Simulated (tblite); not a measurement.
Run report: Ge4H9O, geometry relaxation (part 2 of 2)

Continued. System: Ge4H9O, multiplicity 2, SMILES [GeH3][O][Ge]([GeH3])[GeH3]. Method: GFN2-xTB geometry optimisation, gas phase (tblite 0.8.0). 

Geometry of the input (Å):
```
Ge -0.4816  0.5626  0.4705
Ge -0.8351  -0.9751  -1.3480
Ge 0.5987  -0.3002  2.3843
O  -1.8721  1.8191  0.7598
Ge -1.8522  3.5636  0.1654
H  -2.3300  -1.3140  -1.4433
H  -0.4167  -0.3565  -2.6454
H  -0.0697  -2.2433  -1.0850
H  1.4655  0.7430  3.0385
H  -0.4463  -0.7620  3.3811
H  1.4450  -1.4957  2.0220
H  -0.6576  3.7901  -0.7381
H  -3.1325  3.8202  -0.5868
H  -1.7622  4.4962  1.3436
```

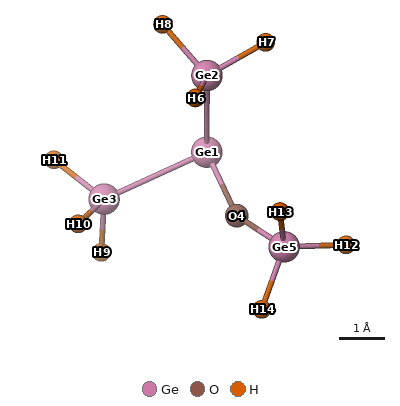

*The geometry at step 152 of the log (ball-and-stick view, seen at an oblique angle; atoms are numbered from 1 in the order of the input).*

Trajectory as extended XYZ, continued:
```
14
Properties=species:S:1:pos:R:3:forces:R:3 step=88 energy=-445.96876
Ge    0.6338    0.7628   -0.0359    0.0130  -0.0070   0.0070
Ge   -0.8588   -0.7867   -1.4034   -0.0140  -0.0150   0.0070
Ge    0.5209   -0.1273    2.3474    0.0070   0.0050  -0.0030
O    -0.4809    2.1313    0.2268    0.0000   0.0030   0.0100
Ge   -1.7485    3.3029    0.2198   -0.0070   0.0180   0.0170
H    -2.3405   -0.8078   -1.0562    0.0000  -0.0050  -0.0010
H    -0.8978   -0.6231   -2.9137    0.0070   0.0090  -0.0070
H    -0.4748   -2.2538   -1.2672   -0.0110   0.0040  -0.0080
H     1.2204    0.7232    3.3914    0.0090   0.0070   0.0110
H    -0.8714   -0.2745    2.9406   -0.0030  -0.0020  -0.0020
H     1.1314   -1.4986    2.6009    0.0010  -0.0030  -0.0010
H    -1.3235    4.3886   -0.7256    0.0020   0.0020  -0.0070
H    -3.0019    2.6151   -0.2407   -0.0010  -0.0070  -0.0060
H    -1.8553    3.7957    1.6346   -0.0010  -0.0090  -0.0150
14
Properties=species:S:1:pos:R:3:forces:R:3 step=96 energy=-445.97029
Ge    0.6296    0.7440   -0.0224    0.0110  -0.0010  -0.0100
Ge   -0.8852   -0.7784   -1.4007   -0.0160   0.0090   0.0290
Ge    0.5353   -0.1219    2.3601    0.0090  -0.0050   0.0020
O    -0.4527    2.1324    0.2868   -0.0030   0.0100   0.0080
Ge   -1.7409    3.2817    0.2153   -0.0070  -0.0390  -0.0190
H    -2.3731   -0.8093   -1.0821   -0.0080   0.0140  -0.0010
H    -0.8928   -0.5564   -2.9029   -0.0030  -0.0030  -0.0220
H    -0.5183   -2.2517   -1.3092    0.0120  -0.0030  -0.0130
H     1.2405    0.7574    3.3776   -0.0130  -0.0300   0.0070
H    -0.8584   -0.2628    2.9506    0.0040   0.0140   0.0100
H     1.1397   -1.4931    2.6296    0.0170   0.0100   0.0120
H    -1.3081    4.3610   -0.7336   -0.0050  -0.0020  -0.0130
H    -2.9641    2.5534   -0.2667    0.0010   0.0220  -0.0120
H    -1.8982    3.7915    1.6162    0.0000   0.0040   0.0190
14
Properties=species:S:1:pos:R:3:forces:R:3 step=104 energy=-445.97170
Ge    0.6191    0.7310   -0.0127    0.0030   0.0000   0.0110
Ge   -0.9156   -0.7672   -1.4005   -0.0040   0.0040  -0.0050
Ge    0.5468   -0.1220    2.3749    0.0210  -0.0110   0.0180
O    -0.4394    2.1308    0.3397   -0.0070  -0.0010  -0.0080
Ge   -1.7372    3.2647    0.2086   -0.0010  -0.0120  -0.0260
H    -2.4120   -0.8099   -1.1159    0.0120   0.0060   0.0010
H    -0.8908   -0.5142   -2.8995   -0.0120   0.0090  -0.0070
H    -0.5371   -2.2407   -1.3478   -0.0030   0.0090   0.0090
H     1.2589    0.7631    3.3799    0.0020   0.0010   0.0040
H    -0.8378   -0.2555    2.9877   -0.0030   0.0000  -0.0050
H     1.1645   -1.4847    2.6563    0.0040  -0.0080   0.0030
H    -1.2967    4.3354   -0.7473    0.0090  -0.0020  -0.0060
H    -2.9404    2.5243   -0.3029   -0.0080   0.0070   0.0030
H    -1.9289    3.7926    1.5982   -0.0110  -0.0010   0.0080
14
Properties=species:S:1:pos:R:3:forces:R:3 step=112 energy=-445.97299
Ge    0.6179    0.7179    0.0039   -0.0160   0.0180  -0.0050
Ge   -0.9372   -0.7442   -1.4060    0.0050   0.0060  -0.0160
Ge    0.5698   -0.1273    2.3979    0.0060   0.0190  -0.0130
O    -0.4352    2.1209    0.3747    0.0080  -0.0250   0.0000
Ge   -1.7364    3.2437    0.1953    0.0000  -0.0040  -0.0440
H    -2.4361   -0.7951   -1.1371    0.0070   0.0110   0.0170
H    -0.9078   -0.4669   -2.9033    0.0030  -0.0030   0.0260
H    -0.5583   -2.2181   -1.3686   -0.0030   0.0030  -0.0060
H     1.2786    0.7697    3.3945    0.0080  -0.0060  -0.0030
H    -0.8171   -0.2462    3.0054   -0.0090  -0.0170   0.0070
H     1.1864   -1.4879    2.6873    0.0000  -0.0130   0.0130
H    -1.2767    4.3029   -0.7653    0.0000  -0.0010   0.0090
H    -2.9285    2.4980   -0.3340   -0.0030  -0.0060  -0.0080
H    -1.9662    3.7804    1.5739   -0.0060   0.0190   0.0240
14
Properties=species:S:1:pos:R:3:forces:R:3 step=120 energy=-445.97447
Ge    0.6137    0.7164    0.0167   -0.0110  -0.0180   0.0050
Ge   -0.9490   -0.7247   -1.3970    0.0140   0.0080  -0.0070
Ge    0.5943   -0.1412    2.4069   -0.0060   0.0090  -0.0010
O    -0.4635    2.0900    0.4240    0.0010   0.0050   0.0060
Ge   -1.7439    3.2246    0.1770   -0.0170   0.0120  -0.0200
H    -2.4476   -0.7685   -1.1320    0.0020   0.0100   0.0200
H    -0.9127   -0.4051   -2.8833   -0.0030  -0.0050  -0.0060
H    -0.5807   -2.2001   -1.3983    0.0000  -0.0130  -0.0070
H     1.3040    0.7745    3.3858   -0.0050  -0.0040   0.0020
H    -0.7932   -0.2584    3.0150    0.0010   0.0020   0.0060
H     1.2099   -1.4961    2.7292    0.0110  -0.0070  -0.0110
H    -1.2410    4.2642   -0.7860   -0.0070  -0.0130   0.0200
H    -2.9302    2.4862   -0.3815    0.0260   0.0070   0.0080
H    -2.0068    3.7860    1.5424   -0.0070   0.0060  -0.0170
14
Properties=species:S:1:pos:R:3:forces:R:3 step=128 energy=-445.97562
Ge    0.6004    0.7094    0.0356    0.0200   0.0010  -0.0010
Ge   -0.9554   -0.7128   -1.4002    0.0320   0.0200  -0.0350
Ge    0.6087   -0.1534    2.4217   -0.0180  -0.0090   0.0080
O    -0.4843    2.0743    0.4625    0.0140  -0.0010   0.0130
Ge   -1.7477    3.2143    0.1613   -0.0160   0.0210  -0.0200
H    -2.4491   -0.7403   -1.1146   -0.0140  -0.0020   0.0020
H    -0.9235   -0.3685   -2.8842   -0.0160  -0.0060   0.0390
H    -0.5989   -2.1902   -1.4315   -0.0060  -0.0170   0.0010
H     1.3231    0.7730    3.3860    0.0000   0.0000   0.0040
H    -0.7713   -0.2735    3.0463    0.0030  -0.0010   0.0050
H     1.2369   -1.5035    2.7483    0.0010   0.0110  -0.0210
H    -1.2177    4.2429   -0.7970    0.0080  -0.0110  -0.0020
H    -2.9173    2.4728   -0.4203   -0.0060  -0.0040  -0.0070
H    -2.0507    3.8031    1.5047   -0.0030  -0.0040   0.0150
14
Properties=species:S:1:pos:R:3:forces:R:3 step=136 energy=-445.97696
Ge    0.5975    0.7227    0.0556   -0.0020  -0.0080  -0.0070
Ge   -0.9405   -0.7076   -1.4000    0.0000  -0.0070  -0.0060
Ge    0.6072   -0.1578    2.4330    0.0060  -0.0140  -0.0010
O    -0.5195    2.0601    0.4923    0.0010   0.0080  -0.0030
Ge   -1.7584    3.2168    0.1449    0.0010  -0.0060   0.0110
H    -2.4302   -0.7220   -1.0873   -0.0030   0.0020   0.0050
H    -0.9425   -0.3554   -2.8814    0.0010   0.0020   0.0210
H    -0.6102   -2.1931   -1.4477    0.0040   0.0120   0.0030
H     1.3348    0.7576    3.3977   -0.0010   0.0020   0.0060
H    -0.7572   -0.3027    3.0837   -0.0020  -0.0040   0.0010
H     1.2608   -1.5053    2.7177   -0.0060   0.0090  -0.0110
H    -1.1830    4.2229   -0.8094    0.0010   0.0080  -0.0130
H    -2.9260    2.4886   -0.4578    0.0060   0.0010  -0.0020
H    -2.0797    3.8230    1.4773   -0.0060  -0.0060  -0.0040
14
Properties=species:S:1:pos:R:3:forces:R:3 step=144 energy=-445.97743
Ge    0.6076    0.7229    0.0556   -0.0050   0.0040  -0.0020
Ge   -0.9398   -0.7026   -1.3907    0.0170   0.0220   0.0140
Ge    0.6089   -0.1546    2.4314    0.0000  -0.0130  -0.0070
O    -0.5060    2.0646    0.4936   -0.0040   0.0110  -0.0090
Ge   -1.7551    3.2087    0.1386   -0.0020  -0.0210   0.0040
H    -2.4234   -0.7008   -1.0566   -0.0150  -0.0120   0.0010
H    -0.9545   -0.3414   -2.8672   -0.0050   0.0120  -0.0050
H    -0.6181   -2.1869   -1.4530    0.0000  -0.0130   0.0100
H     1.3284    0.7549    3.4070    0.0070  -0.0020   0.0050
H    -0.7592   -0.3037    3.0717   -0.0080  -0.0050   0.0020
H     1.2576   -1.5057    2.7054    0.0020   0.0050   0.0010
H    -1.1847    4.2168   -0.8175   -0.0030   0.0090   0.0060
H    -2.9131    2.4693   -0.4701    0.0080   0.0000  -0.0050
H    -2.0954    3.8064    1.4705    0.0070   0.0030  -0.0140
14
Properties=species:S:1:pos:R:3:forces:R:3 step=152 energy=-445.97871
Ge    0.6188    0.7277    0.0713   -0.0020   0.0120   0.0190
Ge   -0.9486   -0.6776   -1.3611   -0.0120   0.0130   0.0220
Ge    0.6139   -0.1634    2.4429   -0.0110  -0.0050  -0.0160
O    -0.4790    2.0887    0.4958   -0.0090  -0.0100  -0.0140
Ge   -1.7535    3.1907    0.1015    0.0090   0.0000   0.0090
H    -2.4272   -0.6780   -0.9965    0.0100  -0.0120  -0.0060
H    -0.9910   -0.2728   -2.8260   -0.0060  -0.0160  -0.0050
H    -0.6334   -2.1628   -1.4533   -0.0030   0.0090  -0.0130
H     1.3339    0.7260    3.4356    0.0040   0.0030   0.0090
H    -0.7501   -0.3440    3.0879    0.0100   0.0000  -0.0050
H     1.2773   -1.5138    2.6761    0.0030  -0.0050   0.0050
H    -1.1887    4.2152   -0.8364    0.0160   0.0270  -0.0230
H    -2.8775    2.4284   -0.5386    0.0020  -0.0250  -0.0070
H    -2.1417    3.7835    1.4194   -0.0100   0.0090   0.0240
14
Properties=species:S:1:pos:R:3:forces:R:3 step=160 energy=-445.97947
Ge    0.6199    0.7358    0.0841    0.0040   0.0050   0.0030
Ge   -0.9549   -0.6668   -1.3431   -0.0140   0.0030  -0.0020
Ge    0.6169   -0.1688    2.4522   -0.0170   0.0020  -0.0050
O    -0.4691    2.1074    0.4870   -0.0040   0.0080   0.0020
Ge   -1.7536    3.1944    0.0803    0.0050   0.0030   0.0140
H    -2.4313   -0.6808   -0.9702    0.0040  -0.0040   0.0010
H    -1.0116   -0.2530   -2.8055   -0.0050  -0.0030  -0.0010
H    -0.6385   -2.1492   -1.4577    0.0090  -0.0060  -0.0020
H     1.3372    0.7013    3.4622    0.0040   0.0050   0.0030
H    -0.7424   -0.3711    3.1028    0.0140  -0.0030  -0.0080
H     1.2909   -1.5189    2.6530   -0.0030  -0.0060   0.0060
H    -1.1916    4.2316   -0.8491    0.0040  -0.0010  -0.0020
H    -2.8528    2.4068   -0.5750    0.0040   0.0040   0.0010
H    -2.1659    3.7792    1.3975   -0.0050  -0.0050  -0.0100
14
Properties=species:S:1:pos:R:3:forces:R:3 step=168 energy=-445.97970
Ge    0.6161    0.7395    0.0928   -0.0040  -0.0050  -0.0120
Ge   -0.9621   -0.6604   -1.3395   -0.0090   0.0050   0.0100
Ge    0.6190   -0.1740    2.4568   -0.0080  -0.0010   0.0080
O    -0.4678    2.1149    0.4986    0.0020  -0.0020   0.0060
Ge   -1.7515    3.1950    0.0721   -0.0030  -0.0020   0.0010
H    -2.4379   -0.6851   -0.9633    0.0090  -0.0060   0.0030
H    -1.0263   -0.2391   -2.7989   -0.0030   0.0010  -0.0090
H    -0.6364   -2.1403   -1.4647    0.0060  -0.0010   0.0010
H     1.3434    0.6970    3.4637    0.0000   0.0020   0.0020
H    -0.7329   -0.3870    3.1179    0.0010   0.0050  -0.0070
H     1.2977   -1.5224    2.6532    0.0050  -0.0040  -0.0020
H    -1.1830    4.2298   -0.8554    0.0070   0.0060   0.0030
H    -2.8379    2.4010   -0.5953   -0.0030  -0.0030  -0.0050
H    -2.1872    3.7790    1.3809    0.0000   0.0040   0.0010
14
Properties=species:S:1:pos:R:3:forces:R:3 step=176 energy=-445.98029
Ge    0.6064    0.7494    0.0910   -0.0010   0.0150   0.0200
Ge   -0.9662   -0.6596   -1.3290    0.0000  -0.0010   0.0100
Ge    0.6144   -0.1801    2.4483    0.0000   0.0020   0.0240
O    -0.4773    2.1237    0.5132    0.0060  -0.0150  -0.0010
Ge   -1.7486    3.2102    0.0650   -0.0040  -0.0050  -0.0060
H    -2.4321   -0.7283   -0.9277   -0.0110  -0.0040   0.0030
H    -1.0632   -0.2426   -2.7870   -0.0050   0.0000  -0.0140
H    -0.5967   -2.1287   -1.4531    0.0040  -0.0020  -0.0060
H     1.3397    0.6838    3.4636   -0.0150  -0.0120  -0.0130
H    -0.7343   -0.4123    3.1120    0.0110   0.0160  -0.0140
H     1.3001   -1.5280    2.6271    0.0080   0.0000  -0.0030
H    -1.1529    4.2469   -0.8446   -0.0110  -0.0060   0.0010
H    -2.8249    2.4181   -0.6243    0.0130   0.0160  -0.0050
H    -2.2114    3.7953    1.3643    0.0060  -0.0040   0.0030
14
Properties=species:S:1:pos:R:3:forces:R:3 step=184 energy=-445.98092
Ge    0.6043    0.7600    0.0959    0.0000   0.0030  -0.0010
Ge   -0.9747   -0.6524   -1.3126    0.0010  -0.0060  -0.0020
Ge    0.6185   -0.1858    2.4420    0.0060   0.0090   0.0000
O    -0.4824    2.1272    0.5337    0.0030  -0.0030   0.0040
Ge   -1.7431    3.2137    0.0572   -0.0070   0.0000  -0.0060
H    -2.4326   -0.7628   -0.8876    0.0030  -0.0050   0.0030
H    -1.1083   -0.2337   -2.7683   -0.0020   0.0010  -0.0020
H    -0.5649   -2.1102   -1.4508   -0.0050   0.0010  -0.0060
H     1.3312    0.6708    3.4692    0.0000  -0.0040   0.0010
H    -0.7367   -0.4183    3.0869   -0.0010  -0.0040   0.0010
H     1.3070   -1.5333    2.6084   -0.0030   0.0010   0.0070
H    -1.1293    4.2520   -0.8374    0.0000   0.0060   0.0010
H    -2.7997    2.4252   -0.6646    0.0020   0.0060   0.0010
H    -2.2361    3.7952    1.3468    0.0040  -0.0070  -0.0010
14
Properties=species:S:1:pos:R:3:forces:R:3 step=192 energy=-445.98113
Ge    0.6124    0.7660    0.0906    0.0060  -0.0050   0.0020
Ge   -0.9727   -0.6531   -1.3091   -0.0010  -0.0070   0.0090
Ge    0.6211   -0.1816    2.4380    0.0080  -0.0010  -0.0020
O    -0.4708    2.1351    0.5300    0.0020  -0.0080  -0.0080
Ge   -1.7398    3.2123    0.0542    0.0030   0.0190  -0.0080
H    -2.4232   -0.7698   -0.8602    0.0030  -0.0030   0.0010
H    -1.1322   -0.2337   -2.7618   -0.0010   0.0040  -0.0050
H    -0.5622   -2.1102   -1.4555   -0.0020   0.0060  -0.0040
H     1.3231    0.6650    3.4808   -0.0010   0.0030  -0.0030
H    -0.7433   -0.4140    3.0628   -0.0060  -0.0010   0.0050
H     1.3009   -1.5333    2.6091   -0.0020   0.0040   0.0010
H    -1.1336    4.2643   -0.8316   -0.0030  -0.0100   0.0090
H    -2.7878    2.4205   -0.6756    0.0000   0.0010  -0.0020
H    -2.2387    3.7802    1.3469   -0.0050  -0.0010   0.0050
14
Properties=species:S:1:pos:R:3:forces:R:3 step=200 energy=-445.98139
Ge    0.6171    0.7653    0.0866   -0.0140   0.0070   0.0050
Ge   -0.9704   -0.6604   -1.3043   -0.0100  -0.0060  -0.0020
Ge    0.6239   -0.1807    2.4364    0.0030  -0.0050  -0.0020
O    -0.4734    2.1323    0.5191   -0.0020  -0.0050  -0.0030
Ge   -1.7392    3.2193    0.0532    0.0100  -0.0060   0.0020
H    -2.4142   -0.7936   -0.8372    0.0080   0.0030  -0.0010
H    -1.1528   -0.2302   -2.7520   -0.0010   0.0040   0.0040
H    -0.5538   -2.1133   -1.4706    0.0050   0.0000  -0.0030
H     1.3188    0.6646    3.4854   -0.0050   0.0040  -0.0030
H    -0.7461   -0.4143    3.0490   -0.0020   0.0040   0.0080
H     1.3000   -1.5337    2.6150    0.0000   0.0060  -0.0040
H    -1.1252    4.2763   -0.8187    0.0060   0.0100   0.0010
H    -2.7855    2.4404   -0.6919   -0.0050  -0.0070   0.0000
H    -2.2461    3.7759    1.3487    0.0070  -0.0100  -0.0030
14
Properties=species:S:1:pos:R:3:forces:R:3 step=208 energy=-445.98407
Ge    0.6156    0.6763    0.0723    0.0000   0.0000   0.0000
Ge   -1.0385   -0.7148   -1.2758   -0.0080   0.0010  -0.0030
Ge    0.6093   -0.1430    2.4689    0.0040   0.0000   0.0030
O    -0.4226    2.0929    0.4620   -0.0010   0.0010   0.0000
Ge   -1.6582    3.2110   -0.0068    0.0030  -0.0020   0.0000
H    -2.4178   -0.9711   -0.6808    0.0080   0.0000  -0.0040
H    -1.3923   -0.1462   -2.6421    0.0010  -0.0040   0.0070
H    -0.5782   -2.1173   -1.6403   -0.0020   0.0020   0.0000
H     1.2319    0.8167    3.4627   -0.0020  -0.0030  -0.0030
H    -0.7598   -0.4045    3.0749    0.0000   0.0000   0.0000
H     1.3524   -1.4406    2.7582   -0.0020   0.0040   0.0000
H    -0.9800    4.3385   -0.7299    0.0020   0.0020  -0.0010
H    -2.6406    2.4983   -0.8928   -0.0020  -0.0020  -0.0020
H    -2.2682    3.6517    1.2883   -0.0020   0.0010   0.0040
14
Properties=species:S:1:pos:R:3:forces:R:3 step=209 energy=-445.98409
Ge    0.6142    0.6730    0.0724    0.0000   0.0000   0.0000
Ge   -1.0422   -0.7178   -1.2730   -0.0010   0.0010   0.0000
Ge    0.6081   -0.1423    2.4701    0.0010  -0.0010   0.0010
O    -0.4226    2.0912    0.4608    0.0000  -0.0010   0.0000
Ge   -1.6534    3.2131   -0.0108   -0.0020   0.0010  -0.0020
H    -2.4187   -0.9766   -0.6742    0.0010   0.0000  -0.0010
H    -1.4010   -0.1481   -2.6369    0.0000  -0.0010   0.0010
H    -0.5820   -2.1192   -1.6409    0.0000   0.0000   0.0000
H     1.2258    0.8213    3.4626   -0.0010   0.0000  -0.0010
H    -0.7604   -0.4085    3.0754    0.0000   0.0000   0.0000
H     1.3560   -1.4361    2.7621    0.0000   0.0010   0.0000
H    -0.9680    4.3422   -0.7256   -0.0020  -0.0020   0.0020
H    -2.6324    2.5058   -0.9060    0.0030   0.0020   0.0030
H    -2.2703    3.6499    1.2829    0.0010   0.0000  -0.0020
```

Results in brief:

- outcome: converged
- total energy: −445.9841 eV
- hardware: 1 CPU thread, shared host
- wall time: 4.3 s
- peak memory: 0.18 GiB
